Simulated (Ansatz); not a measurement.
# H3O+ with CH3F: interaction against distance

How does the interaction of this pair fall off with distance, and which methods keep to CCSD(T) along the way?

The runs use Ansatz 0.2.0, Gaussian basis; single points in def2-TZVPPD, with counterpoise.

Cores are frozen in the correlated methods. B3LYP uses VWN-RPA correlation.

9 further runs of the same task are left out: 1 that didn't finish, 8 set aside as unsound or not needed.

## Step 1: Where the work starts

The relaxed pair: 9 atoms, charge 1, spin multiplicity 1.

Atoms are counted from 1 here; the program's logs count them from 0.

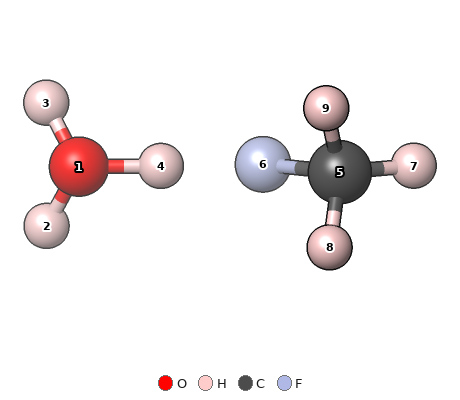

Start geometry, drawn with oxygen red, hydrogen pink, carbon dark grey, fluorine light blue; atoms are numbered from 1 in the order of the file.

Geometry (Å):

```xyz
9
charge 1, multiplicity 1
O    -0.1529    0.2392   -1.8657
H    -0.8203   -0.2693   -2.3551
H     0.6512    0.3546   -2.3984
H     0.0303   -0.1242   -0.8838
C     0.0383    0.0115    1.5921
F     0.2834   -0.6304    0.3188
H     0.3977   -0.6930    2.3358
H    -1.0341    0.1735    1.6624
H     0.6064    0.9380    1.5938
```

Atoms 1 to 4 are fragment A, the rest fragment B. The contact H4–F6 is 1.33 Å. Interaction at this geometry, from earlier runs: PBE-D4 -1309, r2SCAN-D4 -1331, PBE0-D4 -1335, B3LYP-D4 -1316, wB97M-V -1291, Hartree-Fock -1226, MP2 -1257, CCSD -1240, CCSD(T) -1249 meV. Each point needs the pair (ab) and both fragments with ghost atoms (a, b).

## Step 2: B moved by -0.13 Å, CCSD(T)/def2-TZVPPD

ab/in.yaml

```yaml
crystal:
  periodic: [false, false, false]
  atoms:
    - {symbol: O, position_ang: [-0.152859, 0.239188, -1.865679]}
    - {symbol: H, position_ang: [-0.820302, -0.269269, -2.355101]}
    - {symbol: H, position_ang: [0.651151, 0.354599, -2.398388]}
    - {symbol: H, position_ang: [0.030263, -0.124217, -0.883766]}
    - {symbol: C, position_ang: [0.033115, 0.015028, 1.459305]}
    - {symbol: F, position_ang: [0.278222, -0.626864, 0.186026]}
    - {symbol: H, position_ang: [0.392580, -0.689447, 2.203046]}
    - {symbol: H, position_ang: [-1.039248, 0.177050, 1.529593]}
    - {symbol: H, position_ang: [0.601265, 0.941554, 1.461066]}
basis:
  gaussian: {orbitals: "def2-TZVPPD.json"}
total_charge: 1
correlation: {method: ccsd_t}
```

a/in.yaml

```yaml
crystal:
  periodic: [false, false, false]
  atoms:
    - {symbol: O, position_ang: [-0.152859, 0.239188, -1.865679]}
    - {symbol: H, position_ang: [-0.820302, -0.269269, -2.355101]}
    - {symbol: H, position_ang: [0.651151, 0.354599, -2.398388]}
    - {symbol: H, position_ang: [0.030263, -0.124217, -0.883766]}
basis:
  gaussian:
    orbitals: "def2-TZVPPD.json"
    ghost_atoms:
      - {symbol: C, position_ang: [0.033115, 0.015028, 1.459305]}
      - {symbol: F, position_ang: [0.278222, -0.626864, 0.186026]}
      - {symbol: H, position_ang: [0.392580, -0.689447, 2.203046]}
      - {symbol: H, position_ang: [-1.039248, 0.177050, 1.529593]}
      - {symbol: H, position_ang: [0.601265, 0.941554, 1.461066]}
total_charge: 1
correlation: {method: ccsd_t}
```

b/in.yaml

```yaml
crystal:
  periodic: [false, false, false]
  atoms:
    - {symbol: C, position_ang: [0.033115, 0.015028, 1.459305]}
    - {symbol: F, position_ang: [0.278222, -0.626864, 0.186026]}
    - {symbol: H, position_ang: [0.392580, -0.689447, 2.203046]}
    - {symbol: H, position_ang: [-1.039248, 0.177050, 1.529593]}
    - {symbol: H, position_ang: [0.601265, 0.941554, 1.461066]}
basis:
  gaussian:
    orbitals: "def2-TZVPPD.json"
    ghost_atoms:
      - {symbol: O, position_ang: [-0.152859, 0.239188, -1.865679]}
      - {symbol: H, position_ang: [-0.820302, -0.269269, -2.355101]}
      - {symbol: H, position_ang: [0.651151, 0.354599, -2.398388]}
      - {symbol: H, position_ang: [0.030263, -0.124217, -0.883766]}
correlation: {method: ccsd_t}
```

The basis file named in the input lies beside it (Basis Set Exchange, JSON).

The command line of these runs was not kept.

Log of ab, cut to the lines that bear on the results:

```text
Functional definition: HF
  name "HF"
  cite "Fock, Z. Phys. 61, 126 (1930) doi:10.1007/BF01340294"
  parent pbe
[...]
1273 factors; integrals over basis functions are off by at most 1.1e-3 eV
[...]
mean field -5863.41386838 eV, -215.4764852983 hartree, gradient 2.0e-6 eV, S^2 0.000000; 0 other end points of the search recorded, 0 dependent functions left out
3 core orbitals not correlated: weight in the atoms' cores, before any rotation towards them, 1.000 or more for the frozen orbitals, at most 0.000 for the correlated occupied ones
reference -5863.41386838 eV, -215.4764852983 hartree; 11, 11 occupied and 205, 205 virtual orbitals, 1273 factors
second order -19.00381757 eV of doubles, -0.00000000 eV of singles
cycle   1  -19.19480004 eV  change   -1.9e-1 eV  update   7.7e-2
[...]
cycle   9  -19.65017819 eV  change   -4.6e-6 eV  update   1.1e-5
perturbative correction -0.58559067 eV, -0.0215200601 hartree
Total energy: -5883.64963723 eV, -216.2201360874 hartree
```

Output in a, cut to the lines that bear on the results:

```text
[... 4 set-up lines as earlier in the session ...]
[...]
1271 factors; integrals over basis functions are off by at most 1.0e-3 eV
[...]
mean field -2077.19775313 eV, -76.3356094523 hartree, gradient 7.2e-7 eV, S^2 0.000000; 0 other end points of the search recorded, 0 dependent functions left out
1 core orbitals not correlated: weight in the atoms' cores, before any rotation towards them, 1.000 or more for the frozen orbitals, at most 0.000 for the correlated occupied ones
reference -2077.19775313 eV, -76.3356094523 hartree; 4, 4 occupied and 214, 214 virtual orbitals, 1271 factors
second order -7.03692071 eV of doubles, -0.00000000 eV of singles
cycle   1  -7.11483274 eV  change   -7.8e-2 eV  update   3.7e-2
[...]
cycle   8  -7.26414051 eV  change    1.4e-6 eV  update   9.8e-6
perturbative correction -0.19421304 eV, -0.0071371975 hartree
Total energy: -2084.65610667 eV, -76.6096988895 hartree
```

Output in b, cut to the lines that bear on the results:

```text
[... 4 set-up lines as earlier in the session ...]
[...]
1281 factors; integrals over basis functions are off by at most 1.1e-3 eV
[...]
mean field -3785.07543636 eV, -139.0989566700 hartree, gradient 1.3e-6 eV, S^2 0.000000; 0 other end points of the search recorded, 0 dependent functions left out
2 core orbitals not correlated: weight in the atoms' cores, before any rotation towards them, 1.000 or more for the frozen orbitals, at most 0.000 for the correlated occupied ones
reference -3785.07543636 eV, -139.0989566700 hartree; 7, 7 occupied and 210, 210 virtual orbitals, 1281 factors
second order -11.94211864 eV of doubles, -0.00000000 eV of singles
cycle   1  -12.04986963 eV  change   -1.1e-1 eV  update   7.1e-2
[...]
cycle   9  -12.37603509 eV  change   -3.5e-6 eV  update   8.2e-6
perturbative correction -0.38428800 eV, -0.0141223234 hartree
Total energy: -3797.83575945 eV, -139.5678898941 hartree
```

Wall times: 19 s (ab), 6 s (a), 9.5 s (b) on 4 threads, shared host; peak memory 3.5 GiB.

ab − a − b = -1158 meV.

## Step 3: B moved by -0.07 Å, CCSD(T)/def2-TZVPPD

ab/in.yaml

```yaml
crystal:
  periodic: [false, false, false]
  atoms:
    - {symbol: O, position_ang: [-0.152859, 0.239188, -1.865679]}
    - {symbol: H, position_ang: [-0.820302, -0.269269, -2.355101]}
    - {symbol: H, position_ang: [0.651151, 0.354599, -2.398388]}
    - {symbol: H, position_ang: [0.030263, -0.124217, -0.883766]}
    - {symbol: C, position_ang: [0.035697, 0.013256, 1.525685]}
    - {symbol: F, position_ang: [0.280803, -0.628636, 0.252406]}
    - {symbol: H, position_ang: [0.395161, -0.691220, 2.269426]}
    - {symbol: H, position_ang: [-1.036667, 0.175278, 1.595972]}
    - {symbol: H, position_ang: [0.603847, 0.939782, 1.527446]}
basis:
  gaussian: {orbitals: "def2-TZVPPD.json"}
total_charge: 1
correlation: {method: ccsd_t}
```

a/in.yaml

```yaml
crystal:
  periodic: [false, false, false]
  atoms:
    - {symbol: O, position_ang: [-0.152859, 0.239188, -1.865679]}
    - {symbol: H, position_ang: [-0.820302, -0.269269, -2.355101]}
    - {symbol: H, position_ang: [0.651151, 0.354599, -2.398388]}
    - {symbol: H, position_ang: [0.030263, -0.124217, -0.883766]}
basis:
  gaussian:
    orbitals: "def2-TZVPPD.json"
    ghost_atoms:
      - {symbol: C, position_ang: [0.035697, 0.013256, 1.525685]}
      - {symbol: F, position_ang: [0.280803, -0.628636, 0.252406]}
      - {symbol: H, position_ang: [0.395161, -0.691220, 2.269426]}
      - {symbol: H, position_ang: [-1.036667, 0.175278, 1.595972]}
      - {symbol: H, position_ang: [0.603847, 0.939782, 1.527446]}
total_charge: 1
correlation: {method: ccsd_t}
```

b/in.yaml

```yaml
crystal:
  periodic: [false, false, false]
  atoms:
    - {symbol: C, position_ang: [0.035697, 0.013256, 1.525685]}
    - {symbol: F, position_ang: [0.280803, -0.628636, 0.252406]}
    - {symbol: H, position_ang: [0.395161, -0.691220, 2.269426]}
    - {symbol: H, position_ang: [-1.036667, 0.175278, 1.595972]}
    - {symbol: H, position_ang: [0.603847, 0.939782, 1.527446]}
basis:
  gaussian:
    orbitals: "def2-TZVPPD.json"
    ghost_atoms:
      - {symbol: O, position_ang: [-0.152859, 0.239188, -1.865679]}
      - {symbol: H, position_ang: [-0.820302, -0.269269, -2.355101]}
      - {symbol: H, position_ang: [0.651151, 0.354599, -2.398388]}
      - {symbol: H, position_ang: [0.030263, -0.124217, -0.883766]}
correlation: {method: ccsd_t}
```

Output in ab, cut to the lines that bear on the results:

```text
[... 4 set-up lines as earlier in the session ...]
[...]
1271 factors; integrals over basis functions are off by at most 1.1e-3 eV
[...]
mean field -5863.47462365 eV, -215.4787180133 hartree, gradient 2.2e-6 eV, S^2 0.000000; 0 other end points of the search recorded, 0 dependent functions left out
3 core orbitals not correlated: weight in the atoms' cores, before any rotation towards them, 1.000 or more for the frozen orbitals, at most 0.000 for the correlated occupied ones
reference -5863.47462365 eV, -215.4787180133 hartree; 11, 11 occupied and 205, 205 virtual orbitals, 1271 factors
second order -19.00065927 eV of doubles, -0.00000000 eV of singles
cycle   1  -19.18764752 eV  change   -1.9e-1 eV  update   7.7e-2
[...]
cycle   9  -19.64622708 eV  change   -4.9e-6 eV  update   1.2e-5
perturbative correction -0.58631994 eV, -0.0215468605 hartree
Total energy: -5883.70717067 eV, -216.2222504021 hartree
```

a printed, cut to the lines that bear on the results:

```text
[... 4 set-up lines as earlier in the session ...]
[...]
1269 factors; integrals over basis functions are off by at most 1.0e-3 eV
[...]
mean field -2077.19754788 eV, -76.3356019095 hartree, gradient 7.4e-7 eV, S^2 0.000000; 0 other end points of the search recorded, 0 dependent functions left out
1 core orbitals not correlated: weight in the atoms' cores, before any rotation towards them, 1.000 or more for the frozen orbitals, at most 0.000 for the correlated occupied ones
reference -2077.19754788 eV, -76.3356019095 hartree; 4, 4 occupied and 214, 214 virtual orbitals, 1269 factors
second order -7.03553211 eV of doubles, -0.00000000 eV of singles
cycle   1  -7.11354507 eV  change   -7.8e-2 eV  update   3.7e-2
[...]
cycle   8  -7.26284078 eV  change    1.4e-6 eV  update   9.8e-6
perturbative correction -0.19412450 eV, -0.0071339439 hartree
Total energy: -2084.65451316 eV, -76.6096403292 hartree
```

b printed, cut to the lines that bear on the results:

```text
[... 4 set-up lines as earlier in the session ...]
[...]
1279 factors; integrals over basis functions are off by at most 1.1e-3 eV
[...]
mean field -3785.07531137 eV, -139.0989520767 hartree, gradient 1.3e-6 eV, S^2 0.000000; 0 other end points of the search recorded, 0 dependent functions left out
2 core orbitals not correlated: weight in the atoms' cores, before any rotation towards them, 1.000 or more for the frozen orbitals, at most 0.000 for the correlated occupied ones
reference -3785.07531137 eV, -139.0989520767 hartree; 7, 7 occupied and 210, 210 virtual orbitals, 1279 factors
second order -11.93586023 eV of doubles, -0.00000000 eV of singles
cycle   1  -12.04416316 eV  change   -1.1e-1 eV  update   7.1e-2
[...]
cycle   9  -12.37029040 eV  change   -3.4e-6 eV  update   8.2e-6
perturbative correction -0.38382558 eV, -0.0141053299 hartree
Total energy: -3797.82942735 eV, -139.5676571939 hartree
```

They took 18 s (ab), 7 s (a), 9.5 s (b) on 4 threads, shared host; peak memory 3.5 GiB.

ab − a − b = -1223 meV.

## Step 4: B moved by +0.07 Å, CCSD(T)/def2-TZVPPD

ab/in.yaml

```yaml
crystal:
  periodic: [false, false, false]
  atoms:
    - {symbol: O, position_ang: [-0.152859, 0.239188, -1.865679]}
    - {symbol: H, position_ang: [-0.820302, -0.269269, -2.355101]}
    - {symbol: H, position_ang: [0.651151, 0.354599, -2.398388]}
    - {symbol: H, position_ang: [0.030263, -0.124217, -0.883766]}
    - {symbol: C, position_ang: [0.040859, 0.009711, 1.658444]}
    - {symbol: F, position_ang: [0.285965, -0.632181, 0.385166]}
    - {symbol: H, position_ang: [0.400324, -0.694765, 2.402185]}
    - {symbol: H, position_ang: [-1.031504, 0.171733, 1.728732]}
    - {symbol: H, position_ang: [0.609009, 0.936237, 1.660205]}
basis:
  gaussian: {orbitals: "def2-TZVPPD.json"}
total_charge: 1
correlation: {method: ccsd_t}
```

a/in.yaml

```yaml
crystal:
  periodic: [false, false, false]
  atoms:
    - {symbol: O, position_ang: [-0.152859, 0.239188, -1.865679]}
    - {symbol: H, position_ang: [-0.820302, -0.269269, -2.355101]}
    - {symbol: H, position_ang: [0.651151, 0.354599, -2.398388]}
    - {symbol: H, position_ang: [0.030263, -0.124217, -0.883766]}
basis:
  gaussian:
    orbitals: "def2-TZVPPD.json"
    ghost_atoms:
      - {symbol: C, position_ang: [0.040859, 0.009711, 1.658444]}
      - {symbol: F, position_ang: [0.285965, -0.632181, 0.385166]}
      - {symbol: H, position_ang: [0.400324, -0.694765, 2.402185]}
      - {symbol: H, position_ang: [-1.031504, 0.171733, 1.728732]}
      - {symbol: H, position_ang: [0.609009, 0.936237, 1.660205]}
total_charge: 1
correlation: {method: ccsd_t}
```

b/in.yaml

```yaml
crystal:
  periodic: [false, false, false]
  atoms:
    - {symbol: C, position_ang: [0.040859, 0.009711, 1.658444]}
    - {symbol: F, position_ang: [0.285965, -0.632181, 0.385166]}
    - {symbol: H, position_ang: [0.400324, -0.694765, 2.402185]}
    - {symbol: H, position_ang: [-1.031504, 0.171733, 1.728732]}
    - {symbol: H, position_ang: [0.609009, 0.936237, 1.660205]}
basis:
  gaussian:
    orbitals: "def2-TZVPPD.json"
    ghost_atoms:
      - {symbol: O, position_ang: [-0.152859, 0.239188, -1.865679]}
      - {symbol: H, position_ang: [-0.820302, -0.269269, -2.355101]}
      - {symbol: H, position_ang: [0.651151, 0.354599, -2.398388]}
      - {symbol: H, position_ang: [0.030263, -0.124217, -0.883766]}
correlation: {method: ccsd_t}
```

Output in ab, cut to the lines that bear on the results:

```text
[... 4 set-up lines as earlier in the session ...]
[...]
1272 factors; integrals over basis functions are off by at most 1.1e-3 eV
[...]
mean field -5863.49610259 eV, -215.4795073497 hartree, gradient 2.5e-6 eV, S^2 0.000000; 0 other end points of the search recorded, 0 dependent functions left out
3 core orbitals not correlated: weight in the atoms' cores, before any rotation towards them, 1.000 or more for the frozen orbitals, at most 0.000 for the correlated occupied ones
reference -5863.49610259 eV, -215.4795073497 hartree; 11, 11 occupied and 205, 205 virtual orbitals, 1272 factors
second order -18.98775756 eV of doubles, -0.00000000 eV of singles
cycle   1  -19.17052944 eV  change   -1.8e-1 eV  update   7.9e-2
[...]
cycle   9  -19.63413982 eV  change   -5.1e-6 eV  update   1.4e-5
perturbative correction -0.58620158 eV, -0.0215425107 hartree
Total energy: -5883.71644399 eV, -216.2225911904 hartree
```

Log of a, cut to the lines that bear on the results:

```text
[... 4 set-up lines as earlier in the session ...]
[...]
1270 factors; integrals over basis functions are off by at most 1.0e-3 eV
[...]
mean field -2077.19709547 eV, -76.3355852836 hartree, gradient 7.8e-7 eV, S^2 0.000000; 0 other end points of the search recorded, 0 dependent functions left out
1 core orbitals not correlated: weight in the atoms' cores, before any rotation towards them, 1.000 or more for the frozen orbitals, at most 0.000 for the correlated occupied ones
reference -2077.19709547 eV, -76.3355852836 hartree; 4, 4 occupied and 214, 214 virtual orbitals, 1270 factors
second order -7.03312554 eV of doubles, -0.00000000 eV of singles
cycle   1  -7.11128969 eV  change   -7.8e-2 eV  update   3.7e-2
[...]
cycle   8  -7.26057077 eV  change    1.2e-6 eV  update   9.7e-6
perturbative correction -0.19396938 eV, -0.0071282431 hartree
Total energy: -2084.65163561 eV, -76.6095345811 hartree
```

Output in b, cut to the lines that bear on the results:

```text
[... 4 set-up lines as earlier in the session ...]
[...]
1280 factors; integrals over basis functions are off by at most 1.1e-3 eV
[...]
mean field -3785.07508999 eV, -139.0989439413 hartree, gradient 1.3e-6 eV, S^2 0.000000; 0 other end points of the search recorded, 0 dependent functions left out
2 core orbitals not correlated: weight in the atoms' cores, before any rotation towards them, 1.000 or more for the frozen orbitals, at most 0.000 for the correlated occupied ones
reference -3785.07508999 eV, -139.0989439413 hartree; 7, 7 occupied and 210, 210 virtual orbitals, 1280 factors
second order -11.92510058 eV of doubles, -0.00000000 eV of singles
cycle   1  -12.03434980 eV  change   -1.1e-1 eV  update   7.1e-2
[...]
cycle   9  -12.36039020 eV  change   -3.5e-6 eV  update   8.2e-6
perturbative correction -0.38301265 eV, -0.0140754555 hartree
Total energy: -3797.81849285 eV, -139.5672553585 hartree
```

They took 18 s (ab), 6 s (a), 9 s (b) on 4 threads, shared host; peak memory 3.5 GiB.

ab − a − b = -1246 meV.

## Step 5: B moved by +0.16 Å, CCSD(T)/def2-TZVPPD

ab/in.yaml

```yaml
crystal:
  periodic: [false, false, false]
  atoms:
    - {symbol: O, position_ang: [-0.152859, 0.239188, -1.865679]}
    - {symbol: H, position_ang: [-0.820302, -0.269269, -2.355101]}
    - {symbol: H, position_ang: [0.651151, 0.354599, -2.398388]}
    - {symbol: H, position_ang: [0.030263, -0.124217, -0.883766]}
    - {symbol: C, position_ang: [0.044472, 0.007229, 1.751376]}
    - {symbol: F, position_ang: [0.289579, -0.634663, 0.478097]}
    - {symbol: H, position_ang: [0.403937, -0.697246, 2.495117]}
    - {symbol: H, position_ang: [-1.027891, 0.169251, 1.821664]}
    - {symbol: H, position_ang: [0.612623, 0.933755, 1.753137]}
basis:
  gaussian: {orbitals: "def2-TZVPPD.json"}
total_charge: 1
correlation: {method: ccsd_t}
```

a/in.yaml

```yaml
crystal:
  periodic: [false, false, false]
  atoms:
    - {symbol: O, position_ang: [-0.152859, 0.239188, -1.865679]}
    - {symbol: H, position_ang: [-0.820302, -0.269269, -2.355101]}
    - {symbol: H, position_ang: [0.651151, 0.354599, -2.398388]}
    - {symbol: H, position_ang: [0.030263, -0.124217, -0.883766]}
basis:
  gaussian:
    orbitals: "def2-TZVPPD.json"
    ghost_atoms:
      - {symbol: C, position_ang: [0.044472, 0.007229, 1.751376]}
      - {symbol: F, position_ang: [0.289579, -0.634663, 0.478097]}
      - {symbol: H, position_ang: [0.403937, -0.697246, 2.495117]}
      - {symbol: H, position_ang: [-1.027891, 0.169251, 1.821664]}
      - {symbol: H, position_ang: [0.612623, 0.933755, 1.753137]}
total_charge: 1
correlation: {method: ccsd_t}
```

b/in.yaml

```yaml
crystal:
  periodic: [false, false, false]
  atoms:
    - {symbol: C, position_ang: [0.044472, 0.007229, 1.751376]}
    - {symbol: F, position_ang: [0.289579, -0.634663, 0.478097]}
    - {symbol: H, position_ang: [0.403937, -0.697246, 2.495117]}
    - {symbol: H, position_ang: [-1.027891, 0.169251, 1.821664]}
    - {symbol: H, position_ang: [0.612623, 0.933755, 1.753137]}
basis:
  gaussian:
    orbitals: "def2-TZVPPD.json"
    ghost_atoms:
      - {symbol: O, position_ang: [-0.152859, 0.239188, -1.865679]}
      - {symbol: H, position_ang: [-0.820302, -0.269269, -2.355101]}
      - {symbol: H, position_ang: [0.651151, 0.354599, -2.398388]}
      - {symbol: H, position_ang: [0.030263, -0.124217, -0.883766]}
correlation: {method: ccsd_t}
```

ab printed, cut to the lines that bear on the results:

```text
[... 4 set-up lines as earlier in the session ...]
[...]
1270 factors; integrals over basis functions are off by at most 1.1e-3 eV
[...]
mean field -5863.46353767 eV, -215.4783106112 hartree, gradient 2.6e-6 eV, S^2 0.000000; 0 other end points of the search recorded, 0 dependent functions left out
3 core orbitals not correlated: weight in the atoms' cores, before any rotation towards them, 1.000 or more for the frozen orbitals, at most 0.000 for the correlated occupied ones
reference -5863.46353767 eV, -215.4783106112 hartree; 11, 11 occupied and 205, 205 virtual orbitals, 1270 factors
second order -18.97609162 eV of doubles, -0.00000000 eV of singles
cycle   1  -19.15811532 eV  change   -1.8e-1 eV  update   7.9e-2
[...]
cycle   9  -19.62424145 eV  change   -4.6e-6 eV  update   1.6e-5
perturbative correction -0.58519701 eV, -0.0215055934 hartree
Total energy: -5883.67297613 eV, -216.2209937760 hartree
```

Output in a, cut to the lines that bear on the results:

```text
[... 4 set-up lines as earlier in the session ...]
[...]
1268 factors; integrals over basis functions are off by at most 1.1e-3 eV
[...]
mean field -2077.19679711 eV, -76.3355743191 hartree, gradient 7.9e-7 eV, S^2 0.000000; 0 other end points of the search recorded, 0 dependent functions left out
1 core orbitals not correlated: weight in the atoms' cores, before any rotation towards them, 1.000 or more for the frozen orbitals, at most 0.000 for the correlated occupied ones
reference -2077.19679711 eV, -76.3355743191 hartree; 4, 4 occupied and 214, 214 virtual orbitals, 1268 factors
second order -7.03175329 eV of doubles, -0.00000000 eV of singles
cycle   1  -7.10999579 eV  change   -7.8e-2 eV  update   3.7e-2
[...]
cycle   8  -7.25926997 eV  change    1.3e-6 eV  update   9.6e-6
perturbative correction -0.19387728 eV, -0.0071248587 hartree
Total energy: -2084.64994436 eV, -76.6094724286 hartree
```

Output in b, cut to the lines that bear on the results:

```text
[... 4 set-up lines as earlier in the session ...]
[...]
1278 factors; integrals over basis functions are off by at most 1.1e-3 eV
[...]
mean field -3785.07492053 eV, -139.0989377135 hartree, gradient 1.4e-6 eV, S^2 0.000000; 0 other end points of the search recorded, 0 dependent functions left out
2 core orbitals not correlated: weight in the atoms' cores, before any rotation towards them, 1.000 or more for the frozen orbitals, at most 0.000 for the correlated occupied ones
reference -3785.07492053 eV, -139.0989377135 hartree; 7, 7 occupied and 210, 210 virtual orbitals, 1278 factors
second order -11.91908907 eV of doubles, -0.00000000 eV of singles
cycle   1  -12.02886939 eV  change   -1.1e-1 eV  update   7.1e-2
[...]
cycle   9  -12.35484342 eV  change   -3.5e-6 eV  update   8.2e-6
perturbative correction -0.38253849 eV, -0.0140580300 hartree
Total energy: -3797.81230244 eV, -139.5670278649 hartree
```

Times: 18 s (ab), 6.5 s (a), 9 s (b) on 4 threads, shared host; peak memory 3.5 GiB.

This point gives -1211 meV.

[end of part 1 of 2]
